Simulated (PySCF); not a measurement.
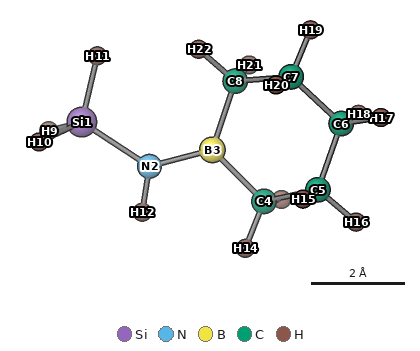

The structure as given in the input (ball-and-stick view, seen at a tilt; atoms are numbered from 1 in the order of the input). Bond lengths as drawn: B–C 1.58 to 1.59 Å, B–N 1.42 Å, C–C 1.52 to 1.53 Å, C–H 1.10 to 1.11 Å, H–N 1.02 Å, H–Si 1.49 to 1.50 Å and N–Si 1.75 Å.

## What a change does: NMR shielding calculation on C$_{5}$H$_{14}$BNSi

System: C$_{5}$H$_{14}$BNSi, SMILES [SiH3]NB1CCCCC1.
Method of run A: GIAO HF/pcSseg-1 NMR shielding, non-relativistic, gas phase (PySCF 2.14.0).

The geometry comes from this level: PBE0-D3(BJ)/def2-SVP. Text and figures count atoms from 1; the logs count them from 0 in places.

The input, run A:
```
{"job": {"kind": "nmr", "xc": "HF", "basis": "pcSseg-1", "pop": false}, "charge": 0, "multiplicity": 1}
Si     3.523172    -0.167886     0.999343
N      2.180347    -0.971712     0.209699
B      0.781588    -0.734439     0.239794
C     -0.198758    -1.703312    -0.544805
C     -1.395090    -0.969594    -1.158663
C     -2.066070    -0.031845    -0.160370
C     -1.109438     1.032707     0.366032
C      0.111463     0.433450     1.074853
H      4.265423    -1.129811     1.871332
H      4.491067     0.354237    -0.014492
H      3.018262     0.959202     1.828600
H      2.453328    -1.770138    -0.360217
H     -0.577312    -2.422386     0.210026
H      0.322928    -2.315769    -1.300480
H     -1.054006    -0.374245    -2.025363
H     -2.132657    -1.685798    -1.558100
H     -2.941011     0.449433    -0.628001
H     -2.458186    -0.622586     0.688681
H     -1.648119     1.721039     1.038955
H     -0.769573     1.650801    -0.485023
H     -0.225583    -0.032772     2.023043
H      0.815633     1.225360     1.372940
```

The first line tells a small driver script what to run in PySCF; the rest is the geometry in Å.

Launched with:
```bash
OMP_NUM_THREADS=1 python <driver script> task.json out
```

Hardware: 1 CPU thread, shared host.

Output (run A):
```
final grid: 165376 points
cycle   1  E = -565.4801582386  dE =  1.441e+00  |g| = 4.844e-01  |ddm| = 3.911e+00
cycle   2  E = -565.5652122475  dE = -8.505e-02  |g| = 1.425e-01  |ddm| = 5.532e-01
cycle   3  E = -565.5718818426  dE = -6.670e-03  |g| = 6.817e-02  |ddm| = 2.040e-01
cycle   4  E = -565.5730370996  dE = -1.155e-03  |g| = 9.621e-03  |ddm| = 6.346e-02
cycle   5  E = -565.5730664160  dE = -2.932e-05  |g| = 2.672e-03  |ddm| = 1.297e-02
cycle   6  E = -565.5730695040  dE = -3.088e-06  |g| = 6.492e-04  |ddm| = 4.998e-03
cycle   7  E = -565.5730697300  dE = -2.260e-07  |g| = 1.959e-04  |ddm| = 1.242e-03
cycle   8  E = -565.5730697510  dE = -2.097e-08  |g| = 4.706e-05  |ddm| = 4.008e-04
cycle   9  E = -565.5730697524  dE = -1.361e-09  |g| = 1.168e-05  |ddm| = 1.115e-04
cycle  10  E = -565.5730697524  dE = -6.230e-11  |g| = 3.974e-06  |ddm| = 2.222e-05
converged SCF energy = -565.5730697524

GIAO shielding tensors (ppm)
atom      isotropic    diamagn.    paramagn.     s11        s22        s33       span
  0 Si     450.615     873.243    -422.629    420.340    434.719    496.785     76.445
  1 N      187.197     323.369    -136.172    108.748    220.375    232.469    123.721
  2 B       62.735     188.142    -125.407     25.738     41.672    120.794     95.057
  3 C      169.734     250.716     -80.982    161.382    170.971    176.849     15.467
  4 C      166.425     244.055     -77.630    160.021    161.865    177.389     17.368
  5 C      163.718     245.056     -81.338    160.338    165.262    165.555      5.217
  6 C      166.780     244.127     -77.347    160.234    162.629    177.476     17.242
  7 C      175.826     250.542     -74.716    166.168    173.375    187.934     21.766
  8 H       27.506      26.732       0.775     23.952     25.400     33.167      9.214
  9 H       27.483      27.323       0.161     24.016     25.427     33.008      8.991
 10 H       27.103      28.601      -1.499     22.853     28.101     30.354      7.500
 11 H       29.188      31.325      -2.137     21.543     29.438     36.582     15.039
 12 H       31.218      31.344      -0.126     27.365     29.753     36.537      9.171
 13 H       31.231      32.262      -1.030     26.251     30.347     37.096     10.845
 14 H       30.764      31.057      -0.292     26.770     28.995     36.528      9.758
 15 H       30.067      29.990       0.076     24.466     28.110     37.624     13.157
 16 H       30.241      30.052       0.190     24.999     27.995     37.730     12.730
 17 H       30.622      30.969      -0.347     26.927     28.600     36.339      9.412
 18 H       30.011      30.771      -0.760     24.365     28.281     37.386     13.021
 19 H       30.813      31.622      -0.809     26.529     29.255     36.654     10.125
 20 H       31.479      32.014      -0.536     27.048     30.143     37.245     10.198
 21 H       30.550      33.638      -3.088     24.465     29.664     37.519     13.054
```

The input of run B differs as follows (lines with − go, lines with + come):
```diff
-"xc": "HF"
+"xc": "PBE0"
-"pop": false
```

What does this change do to the results?

The total energies belong to different methods, so their difference says nothing on which is more stable or more accurate. The HOMO goes from −10.82 to −7.60 eV. The LUMO goes from 3.78 to 0.50 eV. The dipole moment goes from 0.67 to 0.75 D. Of all shieldings, the largest change is that of Si1, by −38.0 ppm. The method changes from HF to PBE0. The SCF takes 13 iterations against 10.

Output (run B):
```
coarse grid: 17888 points
cycle   1  E = -567.4981911574  dE =  6.354e-01  |g| = 5.520e-01  |ddm| = 4.032e+00
cycle   2  E = -567.4566195634  dE =  4.157e-02  |g| = 6.987e-01  |ddm| = 1.137e+00
cycle   3  E = -567.5774036371  dE = -1.208e-01  |g| = 5.202e-02  |ddm| = 6.759e-01
cycle   4  E = -567.5778551235  dE = -4.515e-04  |g| = 2.788e-02  |ddm| = 6.302e-02
cycle   5  E = -567.5780131440  dE = -1.580e-04  |g| = 9.764e-03  |ddm| = 2.497e-02
cycle   6  E = -567.5780335863  dE = -2.044e-05  |g| = 1.268e-03  |ddm| = 8.855e-03
cycle   7  E = -567.5780339583  dE = -3.721e-07  |g| = 3.344e-04  |ddm| = 1.269e-03
final grid: 165376 points
cycle   8  E = -567.6212374373  dE = -4.201e-05  |g| = 9.508e-03  |ddm| = 3.054e-02
cycle   9  E = -567.6212232701  dE =  1.417e-05  |g| = 1.230e-02  |ddm| = 1.842e-02
cycle  10  E = -567.6212599252  dE = -3.666e-05  |g| = 6.224e-04  |ddm| = 1.039e-02
cycle  11  E = -567.6212599917  dE = -6.652e-08  |g| = 3.068e-04  |ddm| = 6.558e-04
cycle  12  E = -567.6212600114  dE = -1.963e-08  |g| = 6.487e-05  |ddm| = 2.532e-04
cycle  13  E = -567.6212600123  dE = -9.150e-10  |g| = 1.899e-05  |ddm| = 7.421e-05
converged SCF energy = -567.6212600123

GIAO shielding tensors (ppm)
atom      isotropic    diamagn.    paramagn.     s11        s22        s33       span
  0 Si     412.577     877.553    -464.976    375.854    394.505    467.371     91.517
  1 N      169.173     320.891    -151.717     88.937    201.545    217.038    128.101
  2 B       49.716     191.686    -141.969      7.375     27.549    114.225    106.850
  3 C      159.261     252.345     -93.084    151.165    158.791    167.828     16.664
  4 C      155.831     246.330     -90.499    148.643    150.269    168.581     19.938
  5 C      153.723     247.306     -93.583    149.963    154.834    156.372      6.409
  6 C      156.327     246.419     -90.092    148.975    151.284    168.721     19.746
  7 C      165.998     252.198     -86.199    155.624    161.871    180.501     24.877
  8 H       26.728      26.433       0.295     23.178     24.761     32.244      9.066
  9 H       26.693      27.130      -0.437     23.205     24.756     32.117      8.912
 10 H       26.263      28.452      -2.190     22.170     27.285     29.333      7.163
 11 H       28.325      31.091      -2.766     21.475     28.882     34.617     13.142
 12 H       30.531      31.097      -0.566     26.961     29.250     35.381      8.420
 13 H       30.646      31.930      -1.284     26.211     29.950     35.776      9.565
 14 H       30.088      31.068      -0.980     26.175     28.651     35.438      9.263
 15 H       29.451      29.276       0.175     24.050     27.878     36.426     12.376
 16 H       29.655      29.483       0.171     24.749     27.730     36.486     11.737
 17 H       30.045      30.833      -0.788     26.387     28.422     35.325      8.937
 18 H       29.391      30.262      -0.871     23.965     28.045     36.162     12.197
 19 H       30.150      31.664      -1.513     25.941     28.911     35.599      9.658
 20 H       30.827      31.846      -1.019     26.663     29.648     36.169      9.506
 21 H       29.904      33.510      -3.607     24.245     29.205     36.261     12.016
```

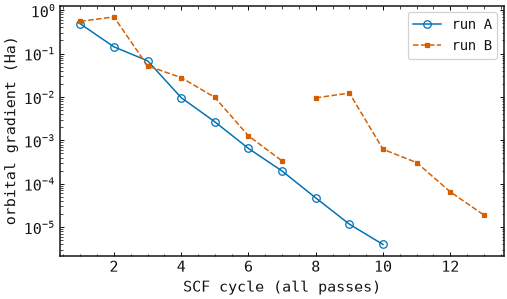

Convergence of the two runs: orbital gradient against the SCF cycle. A break in a curve parts two SCF passes (coarse and final grid). Run A takes 10 cycles in all, and run B takes 13.

The two runs side by side:

```tsv
quantity	run A	run B
outcome	converged	converged
total energy (hartree)	−565.573070	−567.621260
HOMO (eV)	−10.82	−7.60
LUMO (eV)	3.78	0.50
dipole moment (D)	0.67	0.75
shielding of Si1 (ppm)	450.6	412.6
shielding of N2 (ppm)	187.2	169.2
shielding of B3 (ppm)	62.7	49.7
shielding of C4 (ppm)	169.7	159.3
shielding of C5 (ppm)	166.4	155.8
shielding of C6 (ppm)	163.7	153.7
shielding of C7 (ppm)	166.8	156.3
SCF iterations	10	13
basis functions	213	213
wall time (shared host)	42 s	78 s
```
